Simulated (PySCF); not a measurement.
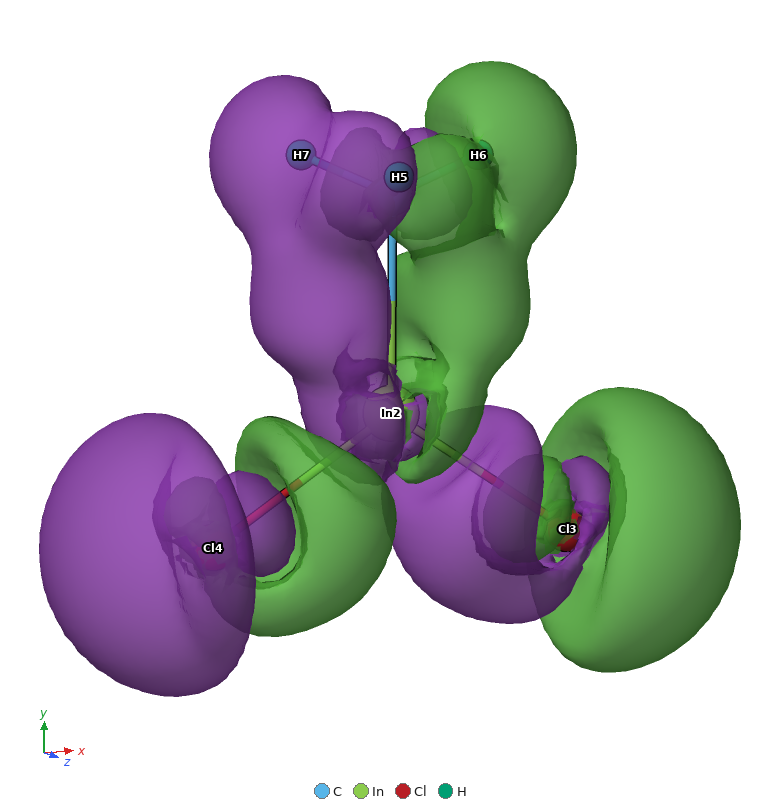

*CH3Cl2In, SMILES `C[In](Cl)Cl`. Change of the electron density in a uniform field of 0.21 V/Å, surfaces at ±0.001 e/Å³ (purple: gain, green: loss).*

Method: ωB97X/def2-TZVP; geometry: GFN2-xTB; program: PySCF. Core potentials replace the inner electrons of In; spin–orbit coupling isn't included. No frequency check shows the geometry to be a minimum. A basis without diffuse functions makes polarisabilities too small. GFN2-xTB bond lengths at metals and heavier atoms can be off by up to 0.1 Å and shapes distorted, which carries into these values.

Geometry (Å), atoms numbered from 1:

```
C1       0.0201    2.4725   -0.0017
In2      0.0007    0.2426    0.0005
Cl3      1.9168   -1.0441   -0.0004
Cl4     -1.9294   -1.0233   -0.0004
H5      -0.2973    2.8121    0.9807
H6       1.0328    2.7975   -0.2170
H7      -0.6757    2.8132   -0.7628
```

Q: Along which Cartesian direction does the field point?

A: Along +x: electrons gather on the −x side, against the field.

Q: How large is the response?

A: The induced dipole is 0.80 D (along the field); α along this axis, from the fields in both directions, is 79 bohr³ (11.7 Å³).

Q: Which atoms gain and lose the most charge?

A: Electrons gather most on Cl4 (Hirshfeld charge changes by −0.021 e) and leave Cl3 most (+0.021 e); 0.062 electrons are displaced in all.
